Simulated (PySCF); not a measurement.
## Frequency calculation, with input and output: CoH4 (charge −1)

System: CoH4, charge −1, multiplicity 5.
Method: UKS-based PBE0, Co def2-TZVPD, H def2-TZVPD; non-relativistic Hamiltonian; density fitting (PySCF 2.14.0).

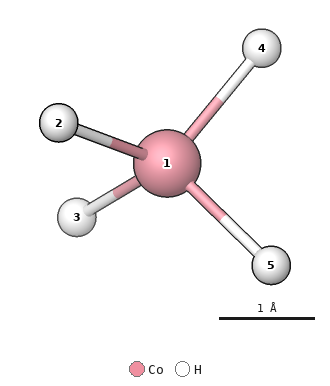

*The structure as given in the input (ball-and-stick view, seen at a tilt; atoms are numbered from 1 in the order of the input). Sticks mark near contacts.*

## Key numbers

- outcome: converged
- total energy: −1384.844478 hartree
- ⟨S²⟩: 6.013
- zero-point energy: 0.019353 hartree
- wavenumbers, lowest and highest: 256 and 1572 cm⁻¹
- hardware: 2 threads of Arm Neoverse N1, 98 GiB of memory available, shared host
- wall time: 58 s (CPU time 100 s)
- peak memory: 1.1 GiB

## Input file
```python
from pyscf import gto, scf, dft
mol = gto.M(atom='''
Co     0.000000    -0.000000     0.000000
H      1.249420    -0.000068     1.049744
H     -1.249420    -0.000003     1.049744
H      0.000032     1.249456    -1.049702
H     -0.000032    -1.249385    -1.049786''',
    basis={'Co': 'def2-TZVPD', 'H': 'def2-TZVPD'},
    charge=-1, spin=4)
mf = dft.UKS(mol, xc='PBE0')
mf.grids.atom_grid = (75, 302)
aux = {'Co': 'def2-universal-JKFIT', 'H': 'def2-universal-JKFIT'}
mf = mf.density_fit(auxbasis=aux)
mf.conv_tol = 1e-09
mf.diis_space = 10
mf.max_cycle = 60
mf.verbose = 4
mf.kernel()
```

The script is an equivalent of the set-up of the self-consistent field. The run itself was carried out by a driver, which started from the orbitals of the step before it where there was one and computed the further properties.

Command:
```bash
OMP_NUM_THREADS=2 python axn.py task.json out
```

## Log
```
init E= -1384.84447799773
  alpha nocc = 18  HOMO = -0.0468145292301915  LUMO = 0.20668525165292
  beta  nocc = 14  HOMO = -0.0882242156749955  LUMO = 0.0922587618496088
  HOMO = -0.0468145292302  LUMO = 0.0922587618496  gap/eV = 3.78438
cycle= 1 E= -1384.8444779977  delta_E= 3.52e-11  |g|= 1.37e-05  |ddm|= 6.36e-06
  alpha nocc = 18  HOMO = -0.0468128710232931  LUMO = 0.206686088157394
  beta  nocc = 14  HOMO = -0.0882220793963686  LUMO = 0.0922625090566172
  HOMO = -0.0468128710233  LUMO = 0.0922625090566  gap/eV = 3.78443
cycle= 2 E= -1384.84447799709  delta_E= 6.09e-10  |g|= 5.42e-05  |ddm|= 2.17e-05
  alpha nocc = 18  HOMO = -0.0468142128738611  LUMO = 0.206685434627582
  beta  nocc = 14  HOMO = -0.0882237739095224  LUMO = 0.0922596305734663
  HOMO = -0.0468142128739  LUMO = 0.0922596305735  gap/eV = 3.78439
cycle= 3 E= -1384.84447799774  delta_E= -6.54e-10  |g|= 1.04e-06  |ddm|= 1.72e-05
  alpha nocc = 18  HOMO = -0.0468142149482096  LUMO = 0.206685442565447
  beta  nocc = 14  HOMO = -0.0882237677650952  LUMO = 0.092259681911248
  HOMO = -0.0468142149482  LUMO = 0.0922596819112  gap/eV = 3.78439
cycle= 4 E= -1384.84447799775  delta_E= -4.32e-12  |g|= 1.02e-06  |ddm|= 1.24e-06
  alpha nocc = 18  HOMO = -0.0468142141102436  LUMO = 0.206685464928783
  beta  nocc = 14  HOMO = -0.0882237474702139  LUMO = 0.0922598209248541
  HOMO = -0.0468142141102  LUMO = 0.0922598209249  gap/eV = 3.78440
Extra cycle  E= -1384.84447799775  delta_E= -9.78e-12  |g|= 1.01e-06  |ddm|= 3.02e-06
converged SCF energy = -1384.84447799775  <S^2> = 6.0131477  2S+1 = 5.0052563
```

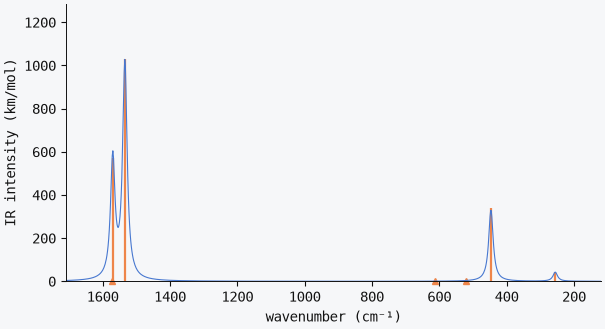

*Harmonic infrared spectrum, unscaled: sticks (degenerate modes added up, dark ones marked on the axis) with a Lorentzian envelope of 16 cm⁻¹ full width, scaled to the tallest stick.*

9 modes from 256 to 1572 cm⁻¹, none imaginary. The strongest line is at 1534 cm⁻¹ (1028 km/mol). All modes, in cm⁻¹ (km/mol): 256 (43), 447 (170), 447 (170), 521 (0.0), 614 (0.0), 1534 (514), 1534 (514), 1570 (571), 1572 (0.0).

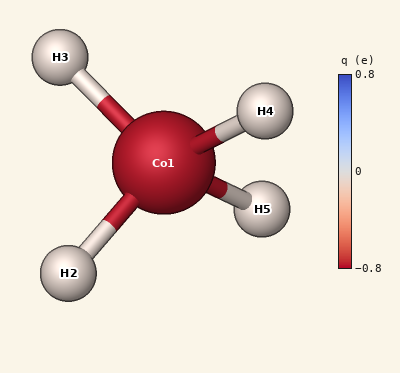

*Mulliken charges, as the colour of each atom (ball-and-stick view, seen at a tilt; atoms are numbered from 1 in the order of the input).*

By element: Co −0.76 and H −0.06 e.
